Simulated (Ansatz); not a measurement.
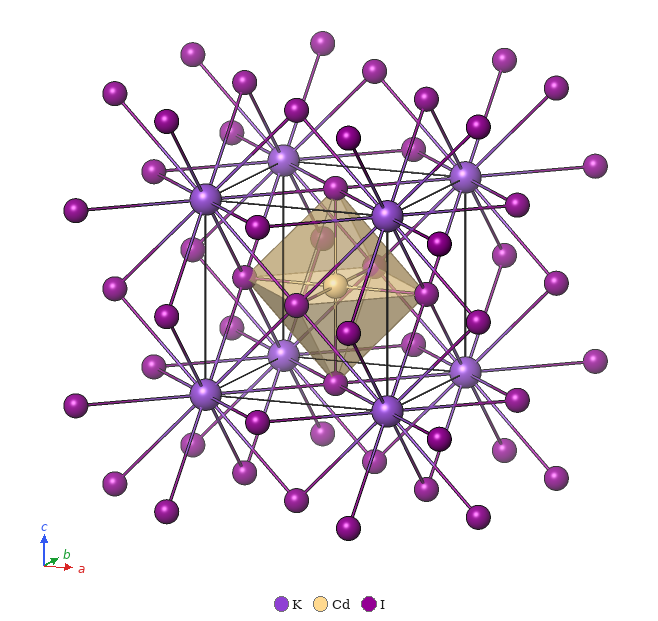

Shown here is a polyhedral view of the crystal, taken slightly off an axis. The unit cell is drawn as a box. Some atoms of the next cells are drawn as well.

KCdI₃, a = 5.937 Å, b = 5.937 Å, c = 5.996 Å, α = 90.00°, β = 90.00°, γ = 90.00°. Strictly the space group is P4/mmm (No. 123, within 0.01 Å). It is a distorted form of a primitive cubic structure, space group Pm-3m (No. 221) within 0.25 Å: cubic perovskite. Origin of the cell: a structure type filled with these elements by a generator (whether the compound takes this form wasn't checked). The cell was then strained or its atoms displaced on purpose. A calculation with Ansatz used it as input.

This one geometry was computed with Ansatz (DFT, plane waves, PAW) at three levels of theory: r2SCAN, HSE06 and PBE. It was relaxed with r2SCAN and then strained.

**How does the band gap change with the level of theory?**

PBE: a metal; r2SCAN: a gap of 0.16 eV, indirect; HSE06: a gap of 0.56 eV, indirect.

**Collect the results in a table.**

| level | cutoff (eV) | k-mesh of the run's cell | gap (eV) | pressure (GPa) |
| --- | --- | --- | --- | --- |
| r2SCAN | 500 | 4×4×4 | 0.16 | -0.2 |
| HSE06 | 420 | 4×4×4 | 0.56 | -0.1 |
| PBE | 420 | 4×4×4 | metal | 0.4 |

Gaps are taken on the k-mesh or band path of each run.
